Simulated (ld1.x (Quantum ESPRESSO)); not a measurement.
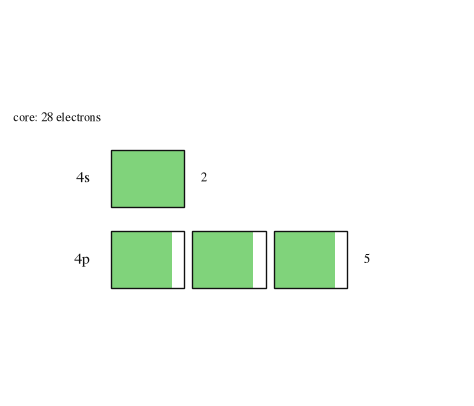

Figure 1. The valence shells of the reference configuration: a box for each of the 2l + 1 orbitals, shaded by the share of the shell that is filled, with the electron count at the right. The shells are those of the unaltered input.

# Pseudopotential generation for Kr

- system: krypton (Kr, Z = 36), core [Ar] 3d10, reference valence 4s2 4p5 (an ion of charge +1), valence charge 8. (This line and the method describe the unaltered input from which the odd one was made.)
- method: TM potential, LDA (PZ), non-relativistic, made with ld1.x (Quantum ESPRESSO) 7.5

## Input file
```
 &input
   title='Kr', zed=36., rel=0, dft='PZ', iswitch=3, dx=0.05,
   config='[Ar] 3d10 4s2 4p5',
   nld=2, rlderiv=1.60, eminld=-4.0, emaxld=5.0, deld=0.02
 /
 &inputp
   pseudotype=2, tm=.true., lloc=0,
   nlcc=.true., rcore=0.75,
   file_pseudopw='Kr.UPF', file_wfcaegen='ae.wfc', file_wfcncgen='nc.wfc', file_beta='beta', file_chi='chi'
 /
2
4P  2  1   5.00   0.00  1.30  1.30  0.0
4S  1  0   2.00   0.00  1.45  1.45  0.0
 &test
   configts(1)='4s2 4p5'
 /
```

Hardware: 1 CPU thread, shared host.

Run as:
```bash
ld1.x < Kr.in > Kr.out
```

## Output
```
     Program LD1 v.7.5
     --------------------------- All-electron run ----------------------------

     Kr

     atomic number is 36.00
     dft =PZ   lsd =0 sic =0 latt =0  beta=0.20 tr2=1.0E-14
     Exchange-correlation= PZ
                           (   1   1   0   0   0   0   0)
     mesh = 305 r(mesh) = 101.13751 a.u. xmin = -7.00 dx = 0.05000
     1 Ry =  13.60569312 eV

     n l     nl                  e(Ry)          e(Ha)          e(eV)
     1 0     1S 1( 2.00)     -1020.8540      -510.4270    -13889.4268
     2 0     2S 1( 2.00)      -133.4513       -66.7257     -1815.6975
     2 1     2P 1( 6.00)      -120.9153       -60.4576     -1645.1363
     3 0     3S 1( 2.00)       -19.5031        -9.7515      -265.3527
     3 1     3P 1( 6.00)       -15.0458        -7.5229      -204.7086
     3 2     3D 1(10.00)        -7.0197        -3.5099       -95.5085
     4 0     4S 1( 2.00)        -2.4388        -1.2194       -33.1821
     4 1     4P 1( 5.00)        -1.4481        -0.7240       -19.7019

     final scf error:  2.5E-15 reached in  30 iterations

     Etot =   -5499.200871 Ry,   -2749.600436 Ha,  -74820.439475 eV

     Ekin =    5494.632599 Ry,    2747.316300 Ha,   74758.284967 eV
     Encl =  -13123.900800 Ry,   -6561.950400 Ha, -178559.766867 eV
     Eh   =    2312.935502 Ry,    1156.467751 Ha,   31469.090660 eV
     Exc  =    -182.868172 Ry,     -91.434086 Ha,   -2488.048235 eV

     normalization and overlap integrals

     s(1S/1S) =  1.000000  <r> =   0.0425  <r2> =    0.0024  r(max) =   0.0278
     s(2S/2S) =  1.000000  <r> =   0.1881  <r2> =    0.0416  r(max) =   0.1599
     s(2P/2P) =  1.000000  <r> =   0.1620  <r2> =    0.0320  r(max) =   0.1245
     s(3S/3S) =  1.000000  <r> =   0.5426  <r2> =    0.3383  r(max) =   0.4802
     s(3P/3P) =  1.000000  <r> =   0.5460  <r2> =    0.3488  r(max) =   0.4568
     s(3D/3D) =  1.000000  <r> =   0.5538  <r2> =    0.3776  r(max) =   0.4133
     s(4S/4S) =  1.000000  <r> =   1.5630  <r2> =    2.7883  r(max) =   1.3723
     s(4P/4P) =  1.000000  <r> =   1.8333  <r2> =    3.8930  r(max) =   1.5166

     ------------------------ End of All-electron run ------------------------

     --------------------- Generating NC pseudopotential ---------------------

      Generating local pot.: lloc=0, matching radius rcloc =   1.4500

      Computing core charge for nlcc:

       r > 0.75 : true rho core
       r < 0.75 : rho core = a sin(br)/r    a=  36.12  b=   3.38

      Integrated core pseudo-charge :  11.62

      Wfc   4P  rcut= 1.242  Using Troullier-Martins method

     ------------------- End of pseudopotential generation -------------------

     --------------------------- All-electron run ----------------------------

     Kr

     atomic number is 36.00
     dft =PZ   lsd =0 sic =0 latt =0  beta=0.20 tr2=1.0E-14
     Exchange-correlation= PZ
                           (   1   1   0   0   0   0   0)
     mesh = 305 r(mesh) = 101.13751 a.u. xmin = -7.00 dx = 0.05000
     1 Ry =  13.60569312 eV

     n l     nl                  e(Ry)          e(Ha)          e(eV)
     1 0     1S 1( 2.00)     -1020.8540      -510.4270    -13889.4268
     2 0     2S 1( 2.00)      -133.4513       -66.7257     -1815.6975
     2 1     2P 1( 6.00)      -120.9153       -60.4576     -1645.1363
     3 0     3S 1( 2.00)       -19.5031        -9.7515      -265.3527
     3 1     3P 1( 6.00)       -15.0458        -7.5229      -204.7086
     3 2     3D 1(10.00)        -7.0197        -3.5099       -95.5085
     4 0     4S 1( 2.00)        -2.4388        -1.2194       -33.1821
     4 1     4P 1( 5.00)        -1.4481        -0.7240       -19.7019

     final scf error:  2.5E-15 reached in  30 iterations

     Etot =   -5499.200871 Ry,   -2749.600436 Ha,  -74820.439475 eV

     Ekin =    5494.632599 Ry,    2747.316300 Ha,   74758.284967 eV
     Encl =  -13123.900800 Ry,   -6561.950400 Ha, -178559.766867 eV
     Eh   =    2312.935502 Ry,    1156.467751 Ha,   31469.090660 eV
     Exc  =    -182.868172 Ry,     -91.434086 Ha,   -2488.048235 eV

     normalization and overlap integrals

     s(1S/1S) =  1.000000  <r> =   0.0425  <r2> =    0.0024  r(max) =   0.0278
     s(2S/2S) =  1.000000  <r> =   0.1881  <r2> =    0.0416  r(max) =   0.1599
     s(2P/2P) =  1.000000  <r> =   0.1620  <r2> =    0.0320  r(max) =   0.1245
     s(3S/3S) =  1.000000  <r> =   0.5426  <r2> =    0.3383  r(max) =   0.4802
     s(3P/3P) =  1.000000  <r> =   0.5460  <r2> =    0.3488  r(max) =   0.4568
     s(3D/3D) =  1.000000  <r> =   0.5538  <r2> =    0.3776  r(max) =   0.4133
     s(4S/4S) =  1.000000  <r> =   1.5630  <r2> =    2.7883  r(max) =   1.3723
     s(4P/4P) =  1.000000  <r> =   1.8333  <r2> =    3.8930  r(max) =   1.5166

     ------------------------ End of All-electron run ------------------------

     Computing logarithmic derivative in   1.63525
     Computing logarithmic derivative in   1.63525
     Computing the partial wave expansion
       no projector for channel:   0
     R is outside the sphere for l=    1 j= 0.00

     ---------------------- Testing the pseudopotential ----------------------

     Kr

     atomic number is 36.00   valence charge is  8.00
     dft =PZ   lsd =0 sic =0 latt =0  beta=0.20 tr2=1.0E-14
     mesh = 305 r(mesh) = 101.13751 xmin = -7.00 dx = 0.05000

     n l     nl             e AE (Ry)        e PS (Ry)    De AE-PS (Ry)
     1 0     4S   1( 2.00)       -2.43884       -2.43886        0.00002
     2 1     4P   1( 5.00)       -1.44806       -1.44798       -0.00008

     eps = 5.0E-15  iter =  4

     Etot =   -5499.200871 Ry,   -2749.600436 Ha,  -74820.439475 eV
     Etotps =   -63.530335 Ry,     -31.765168 Ha,    -864.374242 eV

     Ekin =      10.752430 Ry,       5.376215 Ha,     146.294262 eV
     Encl =     -64.185820 Ry,     -32.092910 Ha,    -873.292571 eV
     Ehrt =      25.101128 Ry,      12.550564 Ha,     341.518243 eV
     Ecxc =     -34.627039 Ry,     -17.313520 Ha,    -471.124873 eV
     (Ecc =     -27.626826 Ry,     -13.813413 Ha,    -375.882113 eV)
     Epseu=      -0.571033 Ry,      -0.285517 Ha,      -7.769304 eV

     ---------------------- End of pseudopotential test ----------------------
```

## What the run reported

- outcome: generated

## What is odd here

This input holds a deliberate oddity: mesh step dx=0.05. The program ran to the end. The all-electron total energy moves by −0.00055 Ry against the unaltered input (−5499.2003 Ry), a numerical error of the setting. The pseudo-atom meets the occupied all-electron levels that the test lists within 0.00008 Ry. No test for ghost states or cutoffs was run on this potential, so its soundness isn't shown.
